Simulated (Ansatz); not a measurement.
System: ClFH2Si2 (SMILES F[Si](=[SiH2])Cl).

Input

```
crystal:
  periodic: [false, false, false]
  atoms:
    - symbol: Cl
      position_ang: [0.419640, 3.151574, 0.110150]
    - symbol: F
      position_ang: [-1.798739, 1.286940, 0.522944]
    - symbol: Si
      position_ang: [-0.257003, 1.442473, 1.009085]
    - symbol: Si
      position_ang: [0.390143, 0.806790, 3.053064]
    - symbol: H
      position_ang: [1.881918, 0.766422, 2.872255]
    - symbol: H
      position_ang: [-0.061873, -0.625782, 3.103509]
basis:
  gaussian: {orbitals: def2-TZVPD}
hamiltonian: {xc: {name: PBE0}}
output: {forces: true, orbitals: {seedname: orbitals}}
```

Launched as:

```sh
ansatz run input.yaml --threads 1 --pin off --max-ram 2610MiB --events-out events.jsonl --progress --plain --runs-dir runs
```

Geometry: PBE0-D3(BJ)/pcseg-1.

All numbers below come from isolated molecule in a Gaussian basis; Kohn-Sham density functional theory, functional PBE0 in Ansatz.

Q: What can the converged electron density and electron localisation function tell about the bonding?

A: Si–F (1.62 Å): the density is about 1.1 e/Å³ at the midpoint; the ELF peaks at about 0.85 in the valence shell of F, 0.6 Å from its nucleus, and is about 0.45 at the midpoint.
Si–Cl (2.05 Å): ρ is about 0.92 e/Å³ halfway; the ELF peaks at about 0.85 between the atoms: a polar covalent bond.

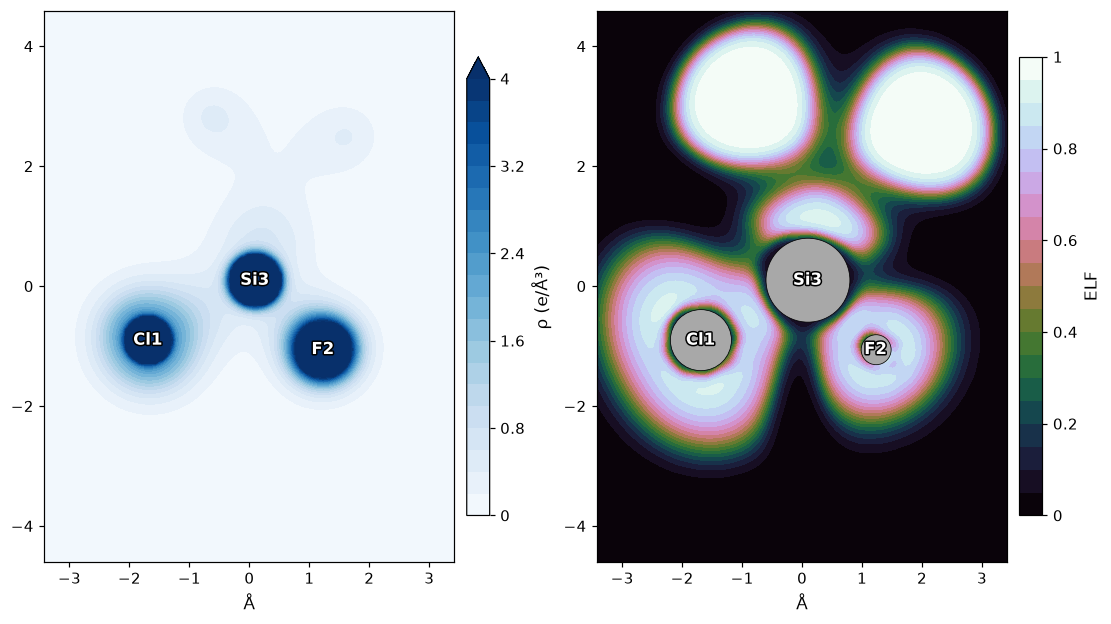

Computed electron density and electron localisation function on the plane of atoms Cl1, Si3 and F2, in this order. Grey discs cover the atomic cores in the ELF map. 
